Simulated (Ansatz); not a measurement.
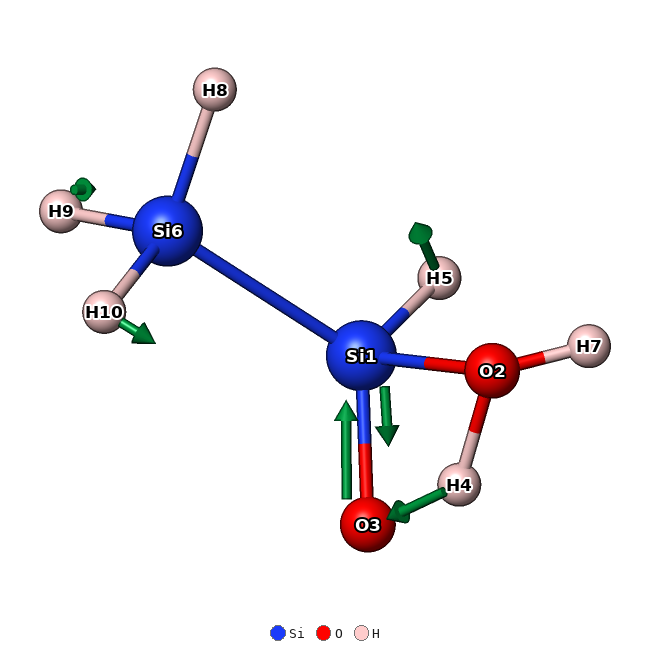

The arrows show one normal mode. Harmonic vibrations computed with RKS PBE0-D4/def2-SVP (Ansatz 0.2.0) at a stationary point of the same level. It is a saddle point of order 1.

Estimate its harmonic wavenumber.

1066 cm⁻¹; it is mode 17 of 24 counted from the lowest.
